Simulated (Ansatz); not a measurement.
**Cl₂FHSi···SiH₄: density, localisation and related maps**

Input

```
crystal:
  periodic: [false, false, false]
  atoms:
    - { symbol: Si, position_ang: [0.452866, 0.364161, -0.470191] }
    - { symbol: Si, position_ang: [-0.017968, 0.279782, 2.940187] }
    - { symbol: H, position_ang: [-1.374837, -0.299605, 2.74998] }
    - { symbol: H, position_ang: [1.02534, -0.779604, 2.874199] }
    - { symbol: H, position_ang: [0.048167, 0.930263, 4.285556] }
    - { symbol: Cl, position_ang: [1.619155, -0.435459, -1.956783] }
    - { symbol: Cl, position_ang: [-1.199158, 1.289252, -1.251442] }
    - { symbol: F, position_ang: [-0.053832, -0.899478, 0.405997] }
    - { symbol: H, position_ang: [1.240407, 1.287352, 0.342825] }
    - { symbol: H, position_ang: [0.248461, 1.316237, 1.933572] }
basis:
  gaussian: { orbitals: def2-SVP }
hamiltonian:
  xc: b3lyp
  dispersion: d4
relax:
  f_tol: 0.03
  max_steps: 50
output:
  orbitals: {}
```

Launched as:

```sh
ansatz run input.yaml --threads 4 --pin off --max-ram 5120MiB --backend cpu --events-out ev --progress --plain --runs-dir out
```

The fields are those of the run's last geometry, not of the input's.

These are results of Ansatz 0.2.0, RKS B3LYP-D4/def2-SVP, not measurements.

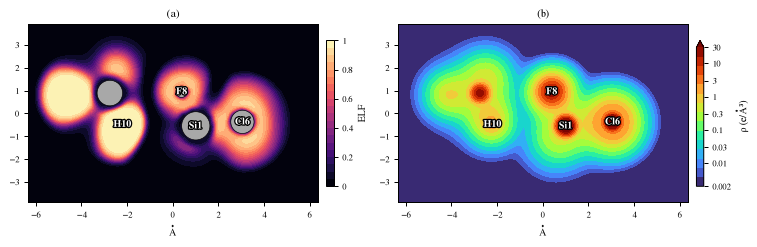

Figure 1. (a) electron localisation function; (b) electron density on the plane of atoms Cl6, Si1 and F8. Grey discs cover the atomic cores in the ELF map.

Question: What does the map show?

Answer: The section cuts through Si, Cl, F and H sites. Si–F (1.62 Å): the density is about 1 e/Å³ at the midpoint; the ELF peaks at about 0.85 in the valence shell of F, 0.6 Å from its nucleus, and is about 0.45 at the midpoint. Si–Cl (2.05 Å): ρ is about 0.89 e/Å³ halfway; the ELF peaks at about 0.90 between the atoms, as expected for a shared but strongly polarised pair. The ELF also peaks beside Cl6 and F8, away from the bonds: lone-pair regions.

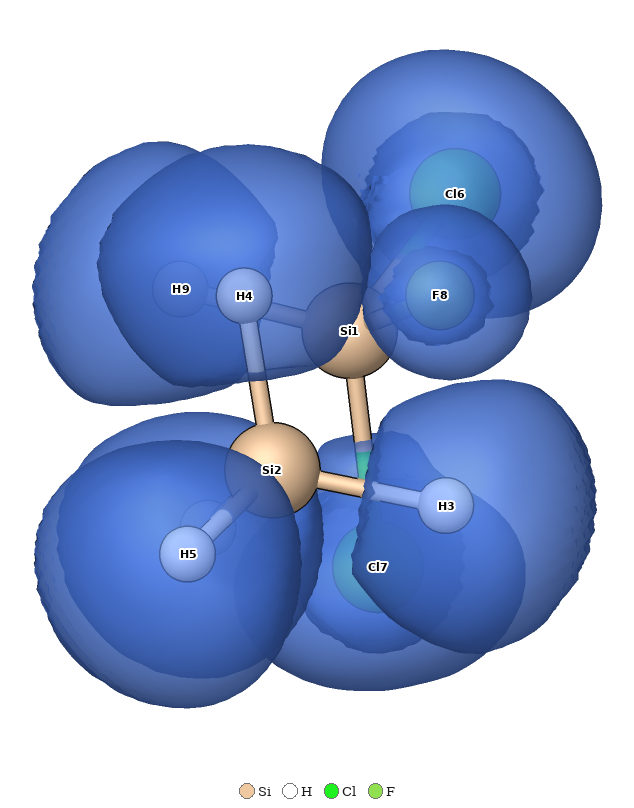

Figure 2. Isosurface of the electron localisation function at 0.8 (blue), seen at an oblique angle. Only the valence region is drawn (cores and ρ < 0.01 e/Å³ removed).

Question: What do the ELF domains correspond to?

Answer: The ELF exceeds this value in five regions around hydrogen nuclei, two regions on Cl in which the atom's valence shell and bonds are merged and one region wrapped around F (its lone pairs, merged into a ring or cap). Profiles from the grid: Si2···F8 (3.15 Å): the ELF dips to about 0 between them; a non-bonded, intermolecular contact.

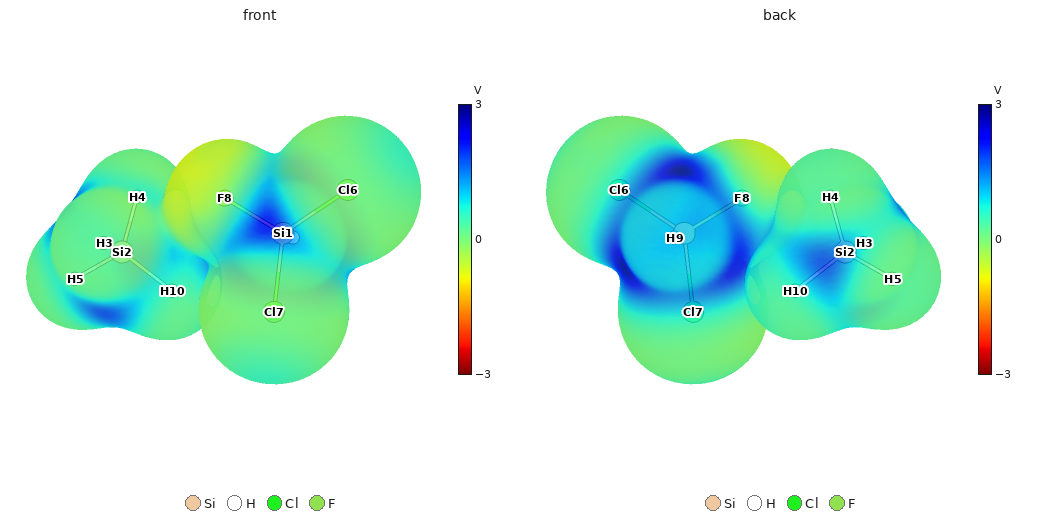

Figure 3. The electrostatic potential painted on the density surface at 0.004 e/bohr³, seen from the front and from behind; the colour scale runs from red (negative) to blue (positive).

Question: Describe the electrostatic potential map.

Answer: The most negative region (about −0.7 V) lies over F8, the most positive (about +2.6 V) over Si1. Cl6 shows a σ-hole: about +0.6 V at the tip opposite its bond, against about 0.0 V on its flanks. Cl7 shows a σ-hole: about +0.6 V at the tip opposite its bond, against about 0.0 V on its flanks.

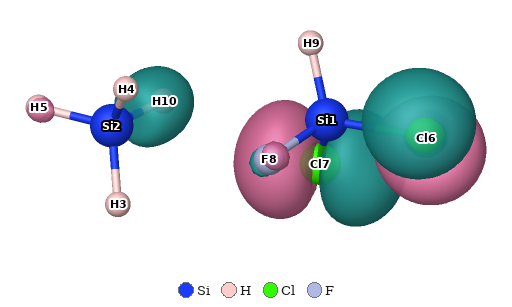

Figure 4. The HOMO at ±0.1 Å⁻³ᐟ² (teal and pink are the two phases), seen from one side.

Question: Describe this orbital and give its energy.

Answer: It lies mainly on Cl7 (about 45 %) and Cl6 (about 40 %); largely a combination of lone pairs on Cl7 and Cl6. Its energy is −9.12 eV.
